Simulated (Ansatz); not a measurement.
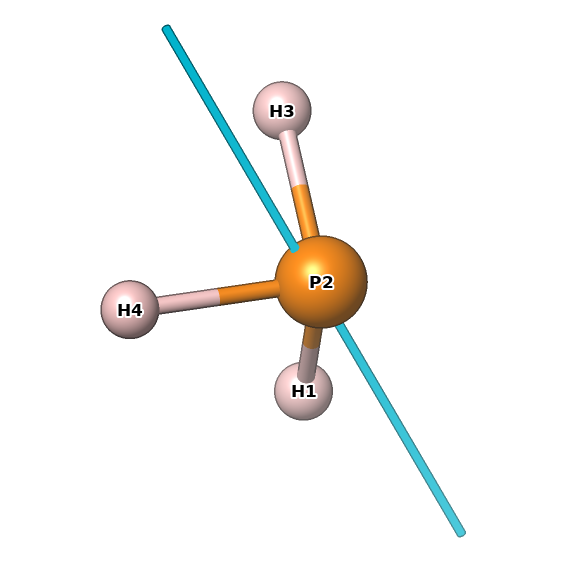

A line through the centre of mass is drawn in. Distant atoms are faded towards the background colour. The geometry was computed by an optimisation with PBE0-D4/def2-TZVP.

Question: Is the line a proper rotation axis of the structure, and of what order?

Answer: No. The point group is C3v, with 1 C3 axis and 3 mirror planes, and this line isn't one of its proper axes.
